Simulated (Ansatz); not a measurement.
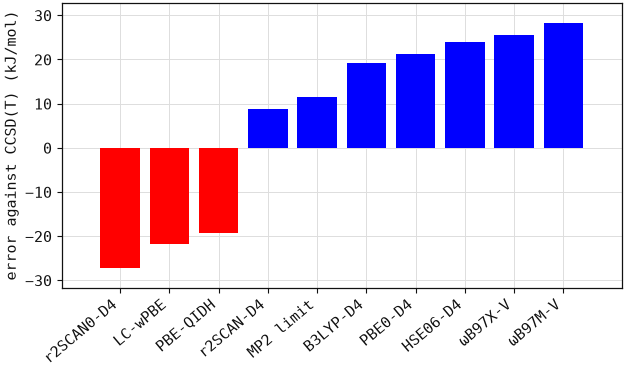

Error in the electronic atomisation energy (method less reference, so positive means overbinding) of C₃H₉P, SMILES CP(C)C: functionals in def2-TZVPP against frozen-core CCSD(T) at the limit (MP2 extrapolated from triple and quadruple zeta, plus CCSD(T) less MP2 in a smaller set), which gives 4761.4 kJ/mol, at a PBE0-D4/def2-TZVP geometry (a minimum by its frequencies), no zero-point or spin-orbit term, the Ansatz code 0.2.0. The reference leaves out core correlation, a term that grows with the number of heavy atoms. PBE-QIDH holds a correlation term that converges slowly with the basis, so part of the distance to the limit is basis error. No dispersion term is added to LC-wPBE and PBE-QIDH. Limit means the basis limit.

Question: What range do the values span?

Answer: From −27.2 kJ/mol (r2SCAN0-D4) to 28.3 kJ/mol (ωB97M-V).

Question: Give the values.

Answer:
```tsv
level	kJ/mol
r2SCAN0-D4	−27.2
LC-wPBE	−21.8
PBE-QIDH	−19.3
r2SCAN-D4	8.9
MP2 limit	11.5
B3LYP-D4	19.3
PBE0-D4	21.3
HSE06-D4	23.9
ωB97X-V	25.5
ωB97M-V	28.3
```
